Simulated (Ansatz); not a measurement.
# doublet CH5FOSn+: levels of theory compared

Wanted: a comparison of 4 runs (U-r2SCAN/def2-SVP, UBHLYP/def2-SVP, UCAM-B3LYP/def2-SVP, UPBE0/def2-SVP) of doublet CH5FOSn+. 

Program for the calculation: Ansatz 0.2.0.

116 further runs of the same task are left out: 116 set aside as unsound or not needed.

### 1 The system as given

CH5FOSn+: 9 atoms, total charge +1, spin state doublet. SMILES of the parent species: `[CH3][SnH]([OH])[F]`. Geometry: relaxed at PBE0-D4/def2-TZVP. This is one conformer, not always the lowest. That shape belongs to the parent species and isn't relaxed for this state.

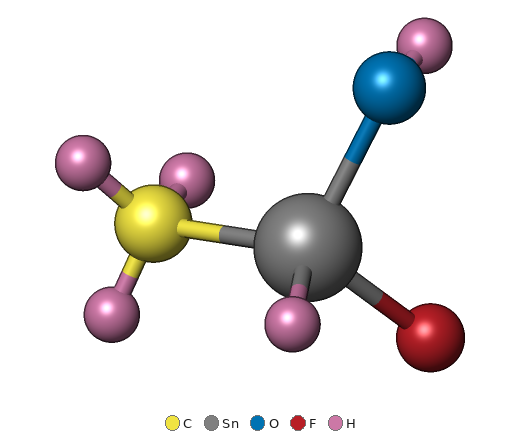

Viewed from a chosen angle; carbon yellow, tin grey, oxygen blue, fluorine red, hydrogen pink.

### 2 The energy at U-r2SCAN/def2-SVP (core potential) (run 1)

Contents of run.yaml:

```yaml
crystal:
  periodic: [false, false, false]
  atoms:
    - symbol: C
      position_ang: [-0.348000, 1.320900, -0.172600]
    - symbol: Sn
      position_ang: [-0.271200, -0.757400, 0.237600]
    - symbol: O
      position_ang: [1.527400, -1.346400, 0.725000]
    - symbol: F
      position_ang: [-0.613200, -1.596000, -1.464600]
    - symbol: H
      position_ang: [-1.361700, 1.603400, -0.455800]
    - symbol: H
      position_ang: [-0.043600, 1.885400, 0.708500]
    - symbol: H
      position_ang: [0.329800, 1.539100, -0.997600]
    - symbol: H
      position_ang: [-1.308700, -1.477000, 1.371800]
    - symbol: H
      position_ang: [2.177700, -1.218400, 0.030600]
basis:
  gaussian:
    orbitals: def2-SVP
total_charge: 1
magnetization:
  spin_polarized: true
  initial_magnetization: 1
hamiltonian:
  xc: r2scan
accuracy: high
output:
  orbitals: {seedname: orbitals}
```

Launch:

```console
$ ansatz run run.yaml --threads 1 --pin off --max-ram 3480MiB --events-out events.jsonl --progress --plain --runs-dir runs
```

Log:

```text
Warning: RAYON_NUM_THREADS=1 ignored (pool sized by the plan → 1); use --threads N
Functional definition: r2SCAN
  name "r2SCAN"
  parameter k0 = 0.174
  parameter k1 = 0.065
  parameter a1 = 4.9479
  exchange = r2scan_x(k0 = k0, k1 = k1, a1 = a1)
  correlation = r2scan_c
2211 factors; integrals over basis functions are off by at most 3.4e-9 eV
mean field evaluation 1: about -11672.9931 eV, gradient 7.8e1 eV
mean field evaluation 2: about -11486.9007 eV, gradient 1.9e2 eV
mean field evaluation 4: about -11690.5876 eV, gradient 4.0e1 eV
mean field evaluation 8: about -11699.1170 eV, gradient 1.8e0 eV
mean field evaluation 16: about -11699.1374 eV, gradient 2.0e-2 eV
mean field evaluation 32: about -11699.1374 eV, gradient 8.3e-8 eV
mean field -11699.13744814 eV, -429.9353712590 hartree, gradient 1.2e-8 eV, S^2 0.758955; 5 other end points of the search recorded, 0 dependent functions left out
reference -11699.13745120 eV, -429.9353713713 hartree; 25, 24 occupied and 68, 69 virtual orbitals, 2211 factors
Total energy: -11699.13745120 eV, -429.9353713713 hartree
```

Run time: 40 s. Hardware: 1 thread of Arm Neoverse V1, shared host; peak memory 0.49 GiB.

### 3 A single-point energy at UBHLYP/def2-SVP (core potential) (run 2)

run.yaml: that of step 2 with these lines changed.

```diff
@@ -25,2 +25,5 @@
 total_charge: 1
+hamiltonian:
+  xc: {name: BHLYP}
+output: {orbitals: {seedname: orbitals}}
 magnetization:
@@ -28,6 +31,2 @@
   initial_magnetization: 1
-hamiltonian:
-  xc: r2scan
 accuracy: high
-output:
-  orbitals: {seedname: orbitals}
```

Launch:

```console
$ ansatz run run.yaml --threads 1 --pin off --max-ram 3480MiB --events-out events.jsonl --progress --plain --runs-dir runs
```

Log:

```text
Warning: RAYON_NUM_THREADS=1 ignored (pool sized by the plan → 1); use --threads N
Functional definition: BHLYP
  name "BHLYP"
  parameter a = 0.5
  exchange = (1 - a)*b88_x + a*exact_x
  correlation = lyp_c
2211 factors; integrals over basis functions are off by at most 3.4e-9 eV
mean field evaluation 1: about -11677.9093 eV, gradient 6.4e1 eV
mean field evaluation 2: about -11650.5245 eV, gradient 1.0e2 eV
mean field evaluation 4: about -11693.7898 eV, gradient 1.1e1 eV
mean field evaluation 8: about -11694.4280 eV, gradient 1.5e0 eV
mean field evaluation 16: about -11694.5787 eV, gradient 5.6e-2 eV
mean field evaluation 32: about -11694.5792 eV, gradient 1.2e-5 eV
mean field -11694.57923108 eV, -429.7678598716 hartree, gradient 8.6e-8 eV, S^2 0.775040; 4 other end points of the search recorded, 0 dependent functions left out
reference -11694.57925926 eV, -429.7678609072 hartree; 25, 24 occupied and 68, 69 virtual orbitals, 2211 factors
Total energy: -11694.57925926 eV, -429.7678609072 hartree
```

Run time: 30 s. Hardware: 1 thread of Arm Neoverse V1, shared host; peak memory 0.49 GiB.

### 4 A single-point energy at UCAM-B3LYP/def2-SVP (core potential) (run 3)

Contents of input.yaml:

```yaml
crystal:
  periodic: [false, false, false]
  atoms:
    - {symbol: C, position_ang: [-0.348000, 1.320900, -0.172600]}
    - {symbol: Sn, position_ang: [-0.271200, -0.757400, 0.237600]}
    - {symbol: O, position_ang: [1.527400, -1.346400, 0.725000]}
    - {symbol: F, position_ang: [-0.613200, -1.596000, -1.464600]}
    - {symbol: H, position_ang: [-1.361700, 1.603400, -0.455800]}
    - {symbol: H, position_ang: [-0.043600, 1.885400, 0.708500]}
    - {symbol: H, position_ang: [0.329800, 1.539100, -0.997600]}
    - {symbol: H, position_ang: [-1.308700, -1.477000, 1.371800]}
    - {symbol: H, position_ang: [2.177700, -1.218400, 0.030600]}
basis:
  gaussian:
    orbitals: def2-SVP
output:
  orbitals: {seedname: orbitals}
hamiltonian:
  xc: {name: CAM-B3LYP}
total_charge: 1
accuracy: high
magnetization:
  spin_polarized: true
  initial_magnetization: 1
```

Launch:

```console
$ ansatz run input.yaml --threads 1 --pin off --max-ram 3480MiB --events-out events.jsonl --progress --plain --runs-dir runs
```

Log, cut to the lines that bear on the results:

```text
Warning: RAYON_NUM_THREADS=1 ignored (pool sized by the plan → 1); use --threads N
Functional definition: CAM-B3LYP
  name "CAM-B3LYP"
[...]
2211 factors; integrals over basis functions are off by at most 3.4e-9 eV
442 factors; integrals over basis functions are off by at most 2.6e-9 eV
[...]
mean field -11696.88355152 eV, -429.8525420858 hartree, gradient 6.7e-8 eV, S^2 0.767276; 4 other end points of the search recorded, 0 dependent functions left out
reference -11696.88357173 eV, -429.8525428287 hartree; 25, 24 occupied and 68, 69 virtual orbitals, 2211 factors
Total energy: -11696.88357173 eV, -429.8525428287 hartree
```

Wall time 32 s (1 thread of Arm Neoverse V1, shared host); peak memory 0.56 GiB.

### 5 The energy at UPBE0/def2-SVP (core potential) (run 4)

Contents of molecule.yaml:

```yaml
crystal:
  periodic: [false, false, false]
  atoms:
    - {symbol: C, position_ang: [-0.348000, 1.320900, -0.172600]}
    - {symbol: Sn, position_ang: [-0.271200, -0.757400, 0.237600]}
    - {symbol: O, position_ang: [1.527400, -1.346400, 0.725000]}
    - {symbol: F, position_ang: [-0.613200, -1.596000, -1.464600]}
    - {symbol: H, position_ang: [-1.361700, 1.603400, -0.455800]}
    - {symbol: H, position_ang: [-0.043600, 1.885400, 0.708500]}
    - {symbol: H, position_ang: [0.329800, 1.539100, -0.997600]}
    - {symbol: H, position_ang: [-1.308700, -1.477000, 1.371800]}
    - {symbol: H, position_ang: [2.177700, -1.218400, 0.030600]}
basis:
  gaussian:
    orbitals: def2-SVP
accuracy: high
hamiltonian:
  xc: pbe0
magnetization:
  spin_polarized: true
  initial_magnetization: 1
total_charge: 1
output: {orbitals: {seedname: orbitals}}
```

Launch:

```console
$ ansatz run molecule.yaml --threads 1 --pin off --max-ram 3480MiB --events-out events.jsonl --progress --plain --runs-dir runs
```

Log:

```text
Warning: RAYON_NUM_THREADS=1 ignored (pool sized by the plan → 1); use --threads N
Functional definition: PBE0
  name "PBE0"
  parameter a = 0.25
  parameter kappa = 0.804
  parameter beta = 0.06672455060314922
  exchange = (1 - a)*pbe_x(kappa = kappa, mu = beta*pi^2/3) + a*exact_x
  correlation = pbe_c(beta = beta)
2211 factors; integrals over basis functions are off by at most 3.4e-9 eV
mean field evaluation 1: about -11672.0603 eV, gradient 7.1e1 eV
mean field evaluation 2: about -11572.5175 eV, gradient 1.5e2 eV
mean field evaluation 4: about -11689.4406 eV, gradient 2.9e1 eV
mean field evaluation 8: about -11693.4004 eV, gradient 8.1e-1 eV
mean field evaluation 16: about -11693.5667 eV, gradient 5.5e-2 eV
mean field evaluation 32: about -11693.5669 eV, gradient 1.0e-5 eV
mean field -11693.56685855 eV, -429.7306558674 hartree, gradient 8.7e-8 eV, S^2 0.762637; 4 other end points of the search recorded, 0 dependent functions left out
reference -11693.56686156 eV, -429.7306559781 hartree; 25, 24 occupied and 68, 69 virtual orbitals, 2211 factors
Total energy: -11693.56686156 eV, -429.7306559781 hartree
```

Run time: 27 s. Hardware: 1 thread of Arm Neoverse V1, shared host; peak memory 0.49 GiB.

### 6 The series

| run | level | energy (Eh) | HOMO energy (eV) | LUMO energy (eV) | ⟨S²⟩ | wall time |
| --- | --- | --- | --- | --- | --- | --- |
| 1 | U-r2SCAN/def2-SVP (core potential) | -429.935371 | -13.95 | -13.21 | 0.759 | 40 s |
| 2 | UBHLYP/def2-SVP (core potential) | -429.767861 | -15.74 | -11.70 | 0.775 | 30 s |
| 3 | UCAM-B3LYP/def2-SVP (core potential) | -429.852543 | -16.06 | -11.75 | 0.767 | 32 s |
| 4 | UPBE0/def2-SVP (core potential) | -429.730656 | -14.88 | -12.67 | 0.763 | 27 s |

### 7 Summary of results

| quantity | value |
| --- | --- |
| run 4: total energy | -429.73066 Eh |
| run 4: HOMO energy (highest over α and β) | -14.88 eV |
| run 4: LUMO energy (lowest over α and β) | -12.67 eV |
| run 4: ⟨S²⟩ | 0.763 |

In words: Totals of different functionals can't be ranked against each other. All runs together took 2.2 min, the longest 40 s.
